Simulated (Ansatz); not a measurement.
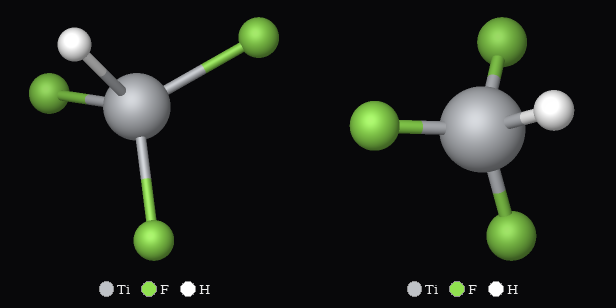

The same structure drawn twice, from different directions.

Charge 0, singlet.

What does the picture show?

Formula F₃HTi. The point group is C3v. Coordination: 1 Ti tetrahedral.

More results for the same structure follow; atom numbers are the same in all pictures, views and colours differ. The geometry was computed by an optimisation with PBE0-D4/def2-TZVP.

Shape

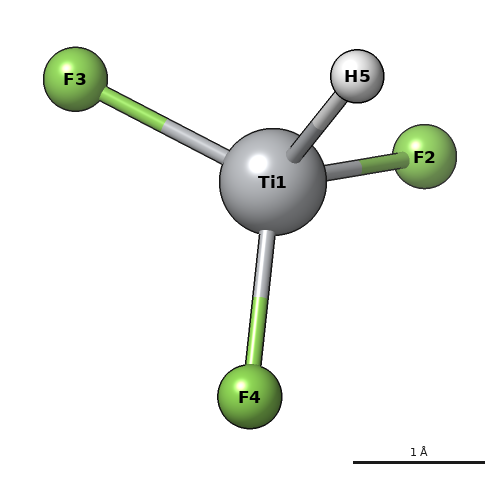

Give these bond angles: F2–Ti1–F3, F2–Ti1–H5.

```
    angle  degrees
F2–Ti1–F3    113.3
F2–Ti1–H5    105.2
```

Vibrations

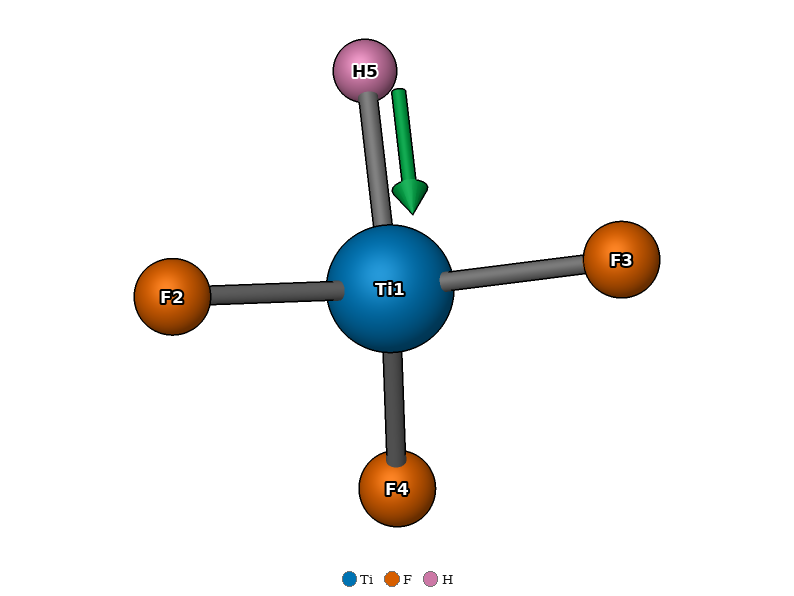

The arrows show one normal mode. Harmonic vibrations computed with RKS PBE0-D4/def2-TZVP (Ansatz 0.2.0) at a stationary point of the same level.

**Describe the motion.**

Mostly Ti–H stretching.

**Estimate its harmonic wavenumber.**

1840 cm⁻¹; it is mode 9 of 9 counted from the lowest.

Charges

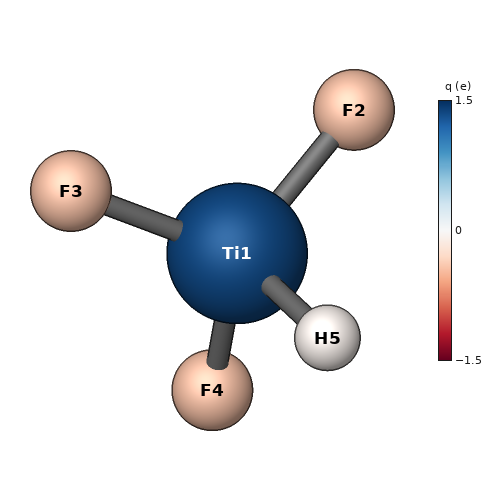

Atoms are coloured by their Mulliken charges. Level of theory: RKS PBE0-D4/def2-TZVP (Ansatz 0.2.0).

Give the Mulliken charges atom by atom.

```tsv
atom	value (e)
Ti1	1.36
F2	−0.43
F3	−0.43
F4	−0.43
H5	−0.06
```

Thermal motion

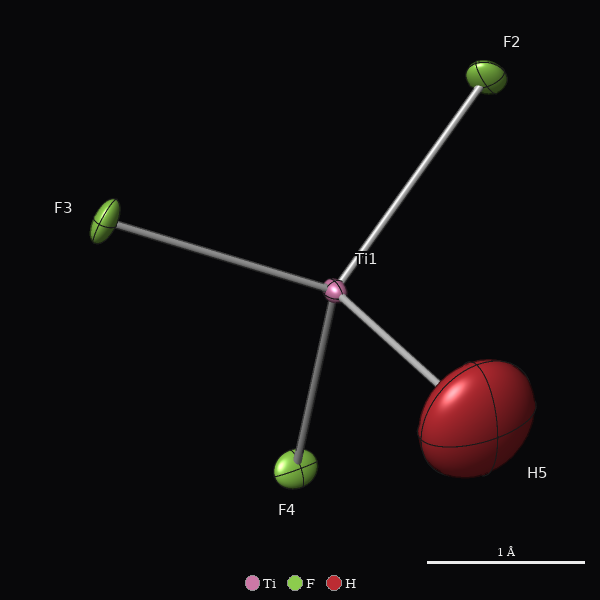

Displacement ellipsoids at the 50 % level, enlarged 1.5 times, from the internal vibrations of the free molecule (harmonic, no overall translation or rotation; no half-axis is drawn under 0.075 Å). Vibrations computed with RKS PBE0-D4/def2-TZVP (Ansatz 0.2.0). Temperature: 298 K.

**Which atom moves most?**

H5, with U_eq = 0.0256 Å².

**Does H5 move more along its bond or across it?**

Across it: the root-mean-square amplitude is 0.106 Å along the bond and up to 0.181 Å across, since bending and torsion are softer than stretching.

Give the displacement parameters, one line for each set of equivalent atoms.

```json
{"atom": "Ti1", "U_eq (Å²)": "0.0010", "rms amplitudes (Å)": "0.026, 0.026, 0.042"}
{"atom": "F2, F3, F4", "U_eq (Å²)": "0.0029", "rms amplitudes (Å)": "0.030, 0.054, 0.069"}
{"atom": "H5", "U_eq (Å²)": "0.0256", "rms amplitudes (Å)": "0.106, 0.181, 0.181"}
```

Mulliken values depend strongly on the basis set and can even reverse the polarity of a bond.
